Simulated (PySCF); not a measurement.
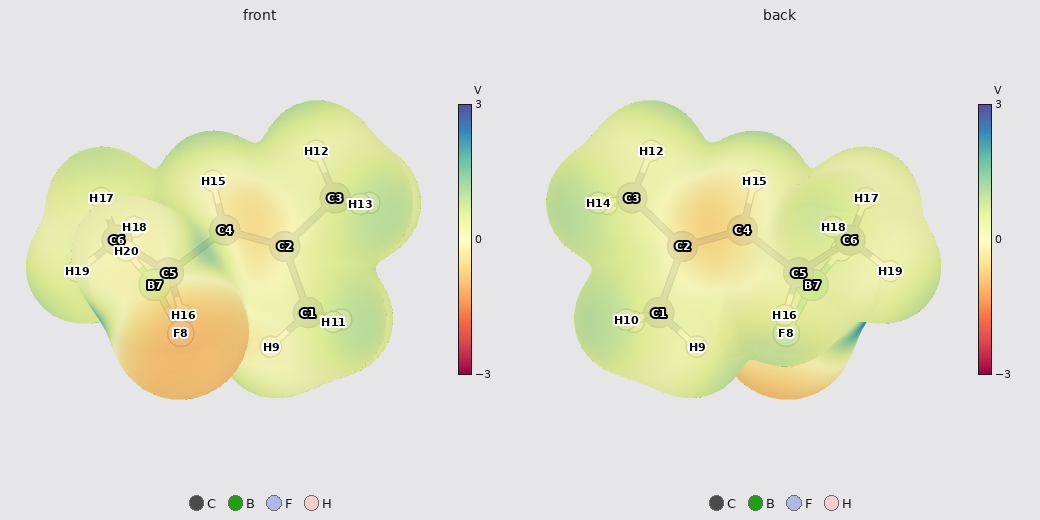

Figure 1: C6H12BF (SMILES CC(C)=C[C@H](C)BF). The electrostatic potential painted on the density surface at 0.004 e/bohr³, seen from the front and from behind; the colour scale runs from red (negative) to blue (positive).

Geometry: GFN2-xTB.

Method: PBE0/pcSseg-1, SCF density, gas phase, non-relativistic (PySCF).

```xyz
20

C    -1.6173   -0.8605   -0.9652
C    -1.1508    0.2597   -0.0870
C    -2.2130    1.2718    0.2318
C     0.0824    0.3828    0.3978
C     1.2556   -0.5522    0.1886
C     2.1889   -0.5147    1.3990
B     1.8078    0.0791   -1.1512
F     1.3826   -0.3936   -2.3084
H    -0.8249   -1.5668   -1.1868
H    -2.4428   -1.3905   -0.4891
H    -1.9842   -0.4569   -1.9085
H    -1.8359    2.0497    0.8903
H    -2.5759    1.7369   -0.6846
H    -3.0625    0.7874    0.7126
H     0.3184    1.2502    1.0007
H     0.8894   -1.5729    0.0598
H     2.5875    0.4864    1.5442
H     1.6563   -0.8099    2.3011
H     3.0242   -1.1956    1.2526
H     2.5089    1.0201   -1.2008
```

> Which sites attract a positive test charge, and which a negative one?

A positive charge is drawn to the negative regions and a negative charge to the positive ones. The most negative region (about −1.0 V) lies over F8, the most positive (about +1.9 V) over B7.
